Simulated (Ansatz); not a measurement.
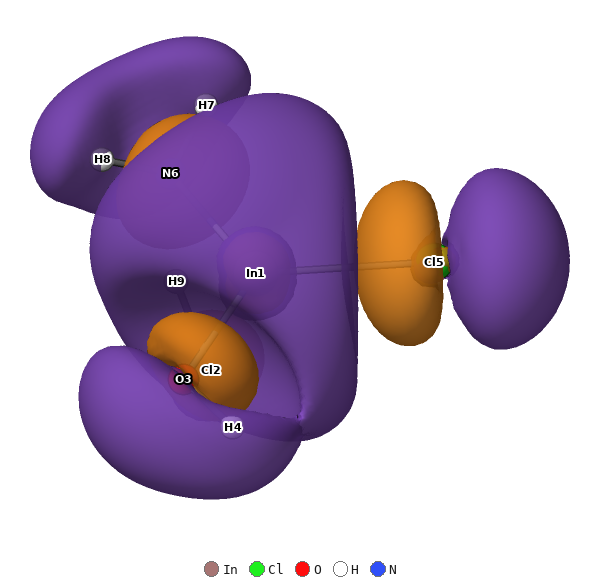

The picture shows: ClH3InNO···HCl. The LUMO at ±0.05 Å⁻³ᐟ² (orange and purple are the two phases), seen at an oblique angle.

Core potentials replace the inner electrons of In; not at a stationary point (largest force 0.8 eV/Å).

These are results of Ansatz 0.2.0, RKS BLYP/def2-SVP, not measurements.

```xyz
9

In   -0.0361    0.6575   -0.4145
Cl   -0.1791   -0.1677    3.1232
O     1.8172   -0.0398   -0.8392
H     1.7463   -0.9193   -1.2659
Cl   -1.9870   -0.4599   -1.2274
N    -0.2293    2.3799    0.8073
H    -1.0852    2.9042    0.5697
H     0.5657    3.0197    0.6541
H    -0.2313    1.0934    2.6530
```

Question: Describe this orbital and give its energy.

Answer: By Hirshfeld shares it lies mainly on In1 (about 45 %), Cl5 (about 15 %), N6 (about 15 %) and O3 (about 15 %). Its energy is −2.93 eV.
